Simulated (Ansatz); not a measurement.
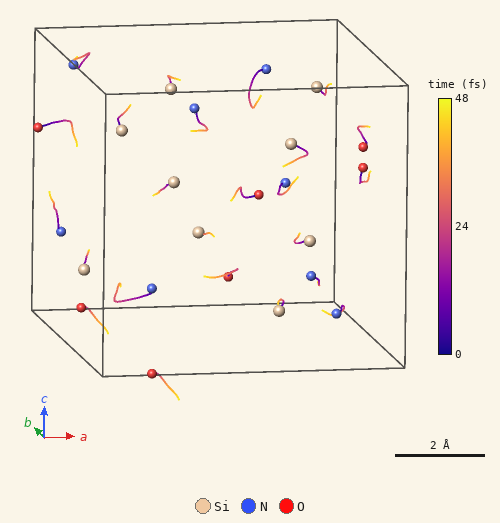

First-principles dynamics of an amorphous cell of composition Si₉N₈O₆ (23 atoms in the cell), 48 fs long. Lines trace each atom's path, coloured by time; spheres stand at the starting positions. Seen slightly off an axis in the simulation cell.

The calculation used DFT PBE, scalar-relativistic, plane waves, PAW in Ansatz 0.2.0. Set-up: plane-wave cutoff 320 eV; k-point mesh 1 × 1 × 1; Fermi-Dirac smearing 0.328 eV; volume 1.05 times that of the relaxed crystal; set temperature 3800 K; time step 2 fs.

**What do the traces tell about the motion?**

In the second half of the run the atoms are, in the root-mean-square, this far from where they began (common drift taken out): N 0.77 Å, O 0.61 Å, Si 0.43 Å. The heavy atoms stay within a fraction of a molecule's size of their starting places; so short a run doesn't tell a liquid from a solid. Bond changes: one N–N bond forms at about 18 fs; 2 N–O bonds form between 22 fs and 44 fs; one O–Si bond forms at about 26 fs; one N–Si bond forms at about 48 fs. The mean temperature in the second half is 4751 K (standard deviation 461 K). The potential energy is still drifting at the end, so the run hasn't reached equilibrium. The potential energy in the second half lies on average 471 meV per atom below the first frame. The mean pressure there is 2.6 GPa.

Limits of the set-up: the cutoff lies below the recommended one; the periodic images lie only 6.6 Å apart, so the values are limited by the cell's size.

The run took 17 s on 2 threads of Arm Neoverse V2 (shared host), peak memory 0.34 GiB.
